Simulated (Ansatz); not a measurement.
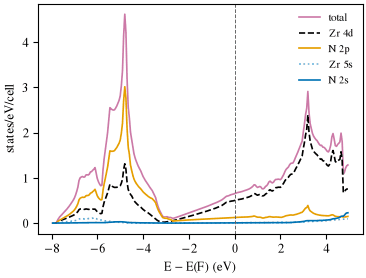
Figure. Total and projected density of states of ZrN (rock salt, Fm-3m), PBEsol (plane waves, PAW; program Ansatz)

Question: Which orbitals carry the states next to the Fermi level?

Answer: Within 0.5 eV of the Fermi level: Zr 4d 77 %, N 2p 19 %. Projections are on Löwdin-orthogonalised atomic valence shells; empty p or d shells of many metals are not among them.

Question: Where is the tallest occupied peak in this window, and what makes it?

Answer: Near -4.8 eV, about 4.6 states/eV per cell; the largest projected share is N 2p.

The cell was relaxed with PBEsol under the symmetry of its start. The run is not spin-polarised. With an odd number of electrons in the cell and no spin polarisation, the count alone makes it a metal. Scalar-relativistic: spin–orbit coupling is off unless named, which matters more the heavier the elements.

Potentials: the earlier of the program's two PAW sets. The files were generated under PBE; for other functionals the program regenerates the frozen cores, and for LDA and PBEsol the local potential too.
